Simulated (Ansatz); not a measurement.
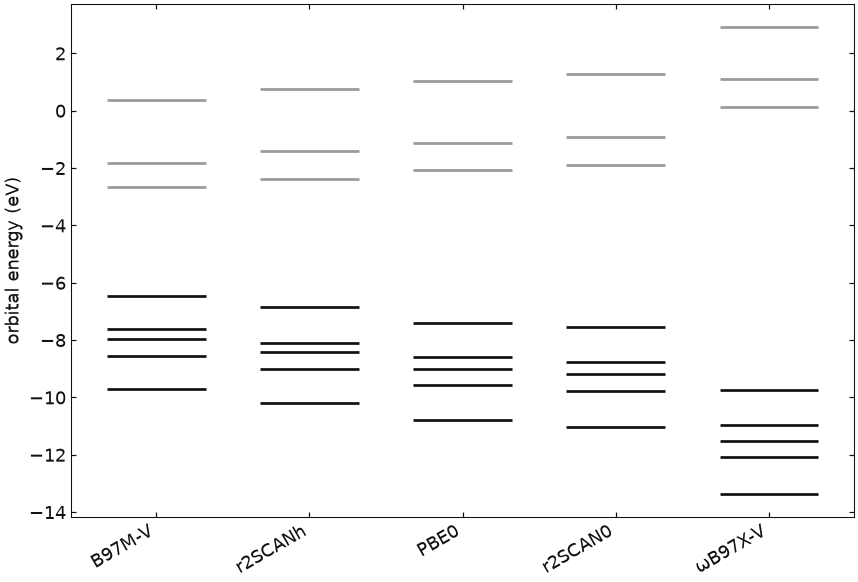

Frontier orbital energies of C₃H₆B₂, SMILES C#CBBC at one geometry, def2-TZVPP, the Ansatz code, at a PBE0-D4/def2-TZVP geometry (a minimum by its frequencies). Empty levels are grey, levels within 0.1 eV stand side by side; all columns show the same few orbitals around the gap.

Compare the HOMO-LUMO separations.

The separation grows from 3.77 eV (B97M-V) to 9.86 eV (ωB97X-V).

```tsv
level	HOMO (eV)	LUMO (eV)	separation (eV)
B97M-V	−6.45	−2.68	3.77
r2SCANh	−6.86	−2.38	4.48
PBE0	−7.40	−2.05	5.35
r2SCAN0	−7.54	−1.90	5.65
ωB97X-V	−9.74	0.12	9.86
```

Limits of at least one run: empty levels above zero depend strongly on the basis; one conformer of a flexible molecule.
